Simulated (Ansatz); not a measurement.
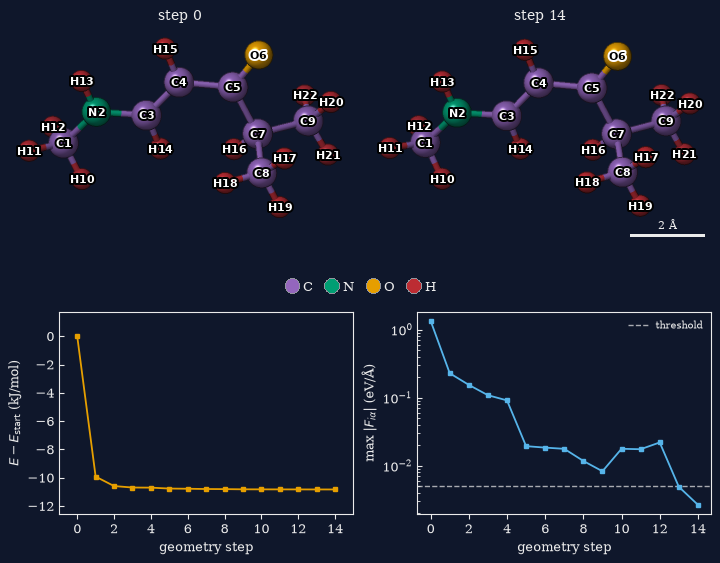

First and last geometry of a relaxation of C7H13NO, with the history of the run. Style: ball-and-stick. Shown at a tilt.

The start comes from PBE-D4/def2-SVP.

Level of theory: Ansatz, RKS PBE0-D4/def2-TZVP.

The input:
```yaml
crystal:
  periodic: [false, false, false]
  atoms:
    - {symbol: C, position_ang: [-2.468229, -2.687994, 0.911421]}
    - {symbol: N, position_ang: [-2.136930, -1.317845, 1.228561]}
    - {symbol: C, position_ang: [-1.179300, -0.591552, 0.591316]}
    - {symbol: C, position_ang: [-0.963446, 0.755976, 0.726848]}
    - {symbol: C, position_ang: [0.103643, 1.523334, 0.086393]}
    - {symbol: O, position_ang: [0.205823, 2.740127, 0.276346]}
    - {symbol: C, position_ang: [1.152229, 0.798871, -0.789841]}
    - {symbol: C, position_ang: [2.320192, 0.354304, 0.110516]}
    - {symbol: C, position_ang: [1.630028, 1.721537, -1.914185]}
    - {symbol: H, position_ang: [-1.583053, -3.190960, 0.473288]}
    - {symbol: H, position_ang: [-2.750925, -3.246470, 1.827422]}
    - {symbol: H, position_ang: [-3.306127, -2.780673, 0.180786]}
    - {symbol: H, position_ang: [-2.790717, -0.802566, 1.821981]}
    - {symbol: H, position_ang: [-0.533577, -1.193510, -0.071300]}
    - {symbol: H, position_ang: [-1.623836, 1.357182, 1.375461]}
    - {symbol: H, position_ang: [0.695536, -0.108348, -1.242348]}
    - {symbol: H, position_ang: [2.785759, 1.238028, 0.593560]}
    - {symbol: H, position_ang: [1.983226, -0.330144, 0.915503]}
    - {symbol: H, position_ang: [3.102827, -0.165287, -0.480065]}
    - {symbol: H, position_ang: [1.989405, 2.676856, -1.483858]}
    - {symbol: H, position_ang: [2.451515, 1.253450, -2.493547]}
    - {symbol: H, position_ang: [0.806754, 1.965684, -2.615660]}
basis:
  gaussian: {orbitals: def2-TZVP}
hamiltonian: {xc: pbe0, dispersion: d4}
relax: {f_tol: 0.005, max_steps: 150}
```

Run as
```bash
ansatz run in.yaml --threads 4 --pin off --events-out ev --progress --plain --max-ram 63488MiB --backend cuda --devices 0, --max-vram 37GiB
```

**Did the run converge, and what did it change?**

It converged. The energy falls by 10.8 kJ/mol in 14 geometry steps. The largest force component goes from 1.3 to 0.0027 eV/Å. The largest move after the best rigid fit is that of H12, 0.17 Å. By element the largest moves are H 0.17 Å, C 0.06 Å, O 0.05 Å, N 0.05 Å. Among the contacts that change: C3–C4 1.371 → 1.350 Å, C5–C7 1.547 → 1.527 Å, C1–H12 1.116 → 1.097 Å, C3–H14 1.104 → 1.086 Å. The run took about 21 s of wall time on a shared GPU.
